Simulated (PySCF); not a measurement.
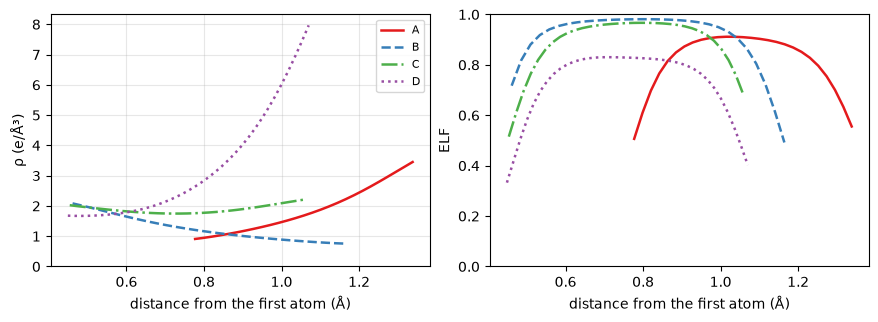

C₂H₉F₂NSi₂ (SMILES CC(F)(F)[SiH2][SiH2]N). Electron density and ELF along straight lines between neighbouring atoms. The curves leave out the atomic cores.

Geometry: GFN2-xTB.

All numbers below come from PySCF 2.14.0, PBE0/pcSseg-1, SCF density, gas phase, non-relativistic.

```tsv
atom	x (Å)	y (Å)	z (Å)
C	-2.7751	0.6174	0.1544
C	-1.5212	-0.2214	0.2566
F	-1.6053	-1.2655	-0.6434
F	-1.5030	-0.8522	1.4847
Si	0.1843	0.6688	0.0006
Si	1.8185	-0.9516	0.1936
N	3.2917	-0.0691	0.0140
H	-3.6578	-0.0007	0.3116
H	-2.7439	1.3984	0.9080
H	-2.8230	1.0682	-0.8322
H	0.1412	1.7408	1.0103
H	0.0048	1.3494	-1.2894
H	1.7103	-1.7156	1.4515
H	1.8598	-1.9185	-0.9070
H	4.1507	-0.5842	-0.0903
H	3.4605	0.7445	0.5828
```

Which curve belongs to which contact (C–C, C–F, C–Si and Si–N)? The first atom named is at distance zero.

Curve A: Si–N (1.73 Å): ρ is about 1.1 e/Å³ halfway; the ELF peaks at about 0.90 between the atoms: a shared but strongly polarised pair. Curve B: C–Si (1.94 Å): the density is about 0.92 e/Å³ at the midpoint; the ELF peaks at about 1 between the atoms (localised, covalent bonding). Curve C: C–C (1.51 Å): ρ at the midpoint is about 1.8 e/Å³; the ELF peaks at about 0.95 between the atoms; a shared electron pair. Curve D: C–F (1.38 Å): ρ at the midpoint is about 2.1 e/Å³, with its minimum of 1.7 e/Å³ about 0.5 Å from C; the ELF peaks at about 0.85 between the atoms (a shared but strongly polarised pair).
